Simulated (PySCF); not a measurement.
## What a change does: NMR shielding calculation on CH$_{7}$NO$_{2}$Si$_{2}$

System: CH$_{7}$NO$_{2}$Si$_{2}$.
Method of run A: GIAO PBE0/pcSseg-1 NMR shielding, non-relativistic, gas phase (PySCF 2.14.0).

The geometry comes from this level: PBE0-D3(BJ)/def2-SVP. Text and figures count atoms from 1; the logs count them from 0 in places.

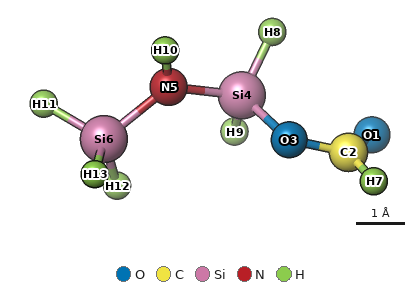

Figure 1. The structure as given in the input (ball-and-stick view, seen at a tilt; atoms are numbered from 1 in the order of the input). Bond lengths as drawn: C–H 1.11 Å, C–O 1.20 to 1.33 Å, H–N 1.02 Å, H–Si 1.48 to 1.50 Å, N–Si 1.72 to 1.75 Å and O–Si 1.73 Å.

## Input, run A
```
{"job": {"kind": "nmr", "xc": "PBE0", "basis": "pcSseg-1", "pop": false}, "charge": 0, "multiplicity": 1}
O      3.310354    -0.179156    -0.361209
C      2.770134     0.488536     0.478287
O      1.460753     0.677004     0.557214
Si     0.446825    -0.088203    -0.617416
N     -1.179229     0.342385    -0.258995
Si    -2.279099    -0.423962     0.862739
H      3.308254     1.026493     1.287739
H      0.825394     0.450774    -1.947287
H      0.609933    -1.554371    -0.470743
H     -1.488313     1.232588    -0.642356
H     -3.616173    -0.632795     0.228242
H     -1.675697    -1.738814     1.224857
H     -2.487561     0.382487     2.104998
```

The first line tells a small driver script what to run in PySCF; the rest is the geometry in Å.

Launched with:
```bash
OMP_NUM_THREADS=1 python <driver script> task.json out
```

Hardware: 1 CPU thread, shared host.

## Output (run A)
```
coarse grid: 11912 points
cycle   1  E = -825.8052296446  dE =  6.528e-01  |g| = 9.661e-01  |ddm| = 3.225e+00
cycle   2  E = -825.4802610249  dE =  3.250e-01  |g| = 1.634e+00  |ddm| = 1.561e+00
cycle   3  E = -825.9650605598  dE = -4.848e-01  |g| = 2.575e-01  |ddm| = 1.081e+00
cycle   4  E = -825.9759943220  dE = -1.093e-02  |g| = 8.702e-02  |ddm| = 1.943e-01
cycle   5  E = -825.9773003300  dE = -1.306e-03  |g| = 1.318e-02  |ddm| = 5.611e-02
cycle   6  E = -825.9773323281  dE = -3.200e-05  |g| = 3.873e-03  |ddm| = 1.188e-02
cycle   7  E = -825.9773351567  dE = -2.829e-06  |g| = 1.355e-03  |ddm| = 3.202e-03
final grid: 106072 points
cycle   8  E = -826.0288379002  dE = -1.007e-06  |g| = 1.280e-02  |ddm| = 1.525e-02
cycle   9  E = -826.0287874252  dE =  5.047e-05  |g| = 2.096e-02  |ddm| = 1.806e-02
cycle  10  E = -826.0288660112  dE = -7.859e-05  |g| = 1.969e-03  |ddm| = 1.177e-02
cycle  11  E = -826.0288666866  dE = -6.754e-07  |g| = 3.201e-04  |ddm| = 1.242e-03
cycle  12  E = -826.0288667049  dE = -1.838e-08  |g| = 3.690e-05  |ddm| = 2.200e-04
cycle  13  E = -826.0288667052  dE = -2.169e-10  |g| = 1.632e-05  |ddm| = 4.259e-05
converged SCF energy = -826.0288667052

GIAO shielding tensors (ppm)
atom      isotropic    diamagn.    paramagn.     s11        s22        s33       span
  0 O     -140.942     402.331    -543.273   -395.520   -267.430    240.125    635.645
  1 C       18.379     244.381    -226.002    -81.031     60.269     75.899    156.930
  2 O       92.007     403.691    -311.684    -57.830    134.247    199.604    257.434
  3 Si     374.178     881.559    -507.381    346.165    372.295    404.073     57.908
  4 N      245.558     326.082     -80.524    219.226    250.571    266.878     47.653
  5 Si     400.100     878.712    -478.611    359.062    374.888    466.351    107.289
  6 H       23.522      24.899      -1.378     19.263     23.375     27.927      8.664
  7 H       26.058      30.522      -4.464     22.104     25.107     30.962      8.857
  8 H       26.176      31.602      -5.426     22.548     25.671     30.307      7.759
  9 H       30.881      32.333      -1.452     22.599     28.253     41.792     19.193
 10 H       26.508      27.606      -1.097     22.897     24.678     31.950      9.053
 11 H       26.578      29.307      -2.729     23.621     25.677     30.435      6.814
 12 H       26.457      28.299      -1.842     22.774     24.752     31.847      9.073
```

For run B the input was changed thus:
```diff
-"xc": "PBE0"
+"xc": "B97-2"
```

What does this change do to the results?

The total energies belong to different methods, so their difference says nothing on which is more stable or more accurate. The HOMO goes from −7.95 to −7.69 eV. The LUMO goes from −0.05 to −0.13 eV. Of all shieldings, the largest change is that of O1, by +11.7 ppm. The functional changes from PBE0 to B97-2. The SCF takes 14 iterations against 13.

## Output (run B)
```
coarse grid: 11912 points
cycle   1  E = -826.2490500732  dE =  6.454e-01  |g| = 9.999e-01  |ddm| = 3.236e+00
cycle   2  E = -825.8672101587  dE =  3.818e-01  |g| = 1.725e+00  |ddm| = 1.679e+00
cycle   3  E = -826.4192245858  dE = -5.520e-01  |g| = 2.836e-01  |ddm| = 1.193e+00
cycle   4  E = -826.4328789665  dE = -1.365e-02  |g| = 9.493e-02  |ddm| = 2.176e-01
cycle   5  E = -826.4344526796  dE = -1.574e-03  |g| = 1.478e-02  |ddm| = 6.143e-02
cycle   6  E = -826.4344956001  dE = -4.292e-05  |g| = 4.348e-03  |ddm| = 1.350e-02
cycle   7  E = -826.4344992189  dE = -3.619e-06  |g| = 1.494e-03  |ddm| = 3.692e-03
final grid: 106072 points
cycle   8  E = -826.4828618024  dE = -3.257e-05  |g| = 7.114e-03  |ddm| = 1.699e-02
cycle   9  E = -826.4828513384  dE =  1.046e-05  |g| = 1.015e-02  |ddm| = 9.219e-03
cycle  10  E = -826.4828684187  dE = -1.708e-05  |g| = 1.733e-03  |ddm| = 6.202e-03
cycle  11  E = -826.4828688212  dE = -4.025e-07  |g| = 8.677e-04  |ddm| = 1.341e-03
cycle  12  E = -826.4828689552  dE = -1.340e-07  |g| = 9.992e-05  |ddm| = 5.232e-04
cycle  13  E = -826.4828689572  dE = -1.987e-09  |g| = 2.182e-05  |ddm| = 8.293e-05
cycle  14  E = -826.4828689573  dE = -9.413e-11  |g| = 6.576e-06  |ddm| = 2.047e-05
converged SCF energy = -826.4828689573

GIAO shielding tensors (ppm)
atom      isotropic    diamagn.    paramagn.     s11        s22        s33       span
  0 O     -129.205     402.389    -531.594   -374.421   -253.825    240.632    615.053
  1 C       20.982     244.592    -223.609    -76.424     63.418     75.953    152.377
  2 O       95.751     403.963    -308.213    -51.330    138.078    200.504    251.833
  3 Si     382.113     881.737    -499.624    355.174    379.518    411.647     56.473
  4 N      244.971     326.350     -81.379    220.221    249.041    265.651     45.430
  5 Si     405.804     878.828    -473.024    366.644    382.125    468.642    101.998
  6 H       23.639      25.021      -1.382     19.402     23.455     28.060      8.658
  7 H       26.280      30.739      -4.460     22.338     25.334     31.166      8.828
  8 H       26.395      31.853      -5.459     22.771     25.892     30.521      7.750
  9 H       31.045      32.502      -1.457     22.861     28.435     41.838     18.977
 10 H       26.720      27.771      -1.052     23.135     24.899     32.125      8.991
 11 H       26.803      29.564      -2.761     23.843     25.915     30.652      6.809
 12 H       26.664      28.505      -1.841     23.009     24.967     32.016      9.007
```

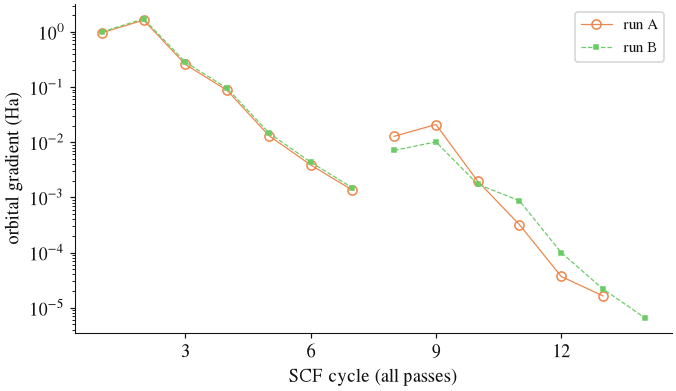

Figure 2. Convergence of the two runs: orbital gradient against the SCF cycle. A break in a curve parts two SCF passes (coarse and final grid). Run A takes 13 cycles in all, and run B takes 14.

## The two runs side by side

```tsv
quantity	run A	run B
outcome	converged	converged
total energy (hartree)	−826.028867	−826.482869
HOMO (eV)	−7.95	−7.69
LUMO (eV)	−0.05	−0.13
dipole moment (D)	2.51	2.50
shielding of O1 (ppm)	−140.9	−129.2
shielding of C2 (ppm)	18.4	21.0
shielding of O3 (ppm)	92.0	95.8
shielding of Si4 (ppm)	374.2	382.1
shielding of N5 (ppm)	245.6	245.0
shielding of Si6 (ppm)	400.1	405.8
shielding of H12 (ppm)	26.6	26.8
SCF iterations	13	14
basis functions	151	151
wall time (shared host)	13 s	14 s
```
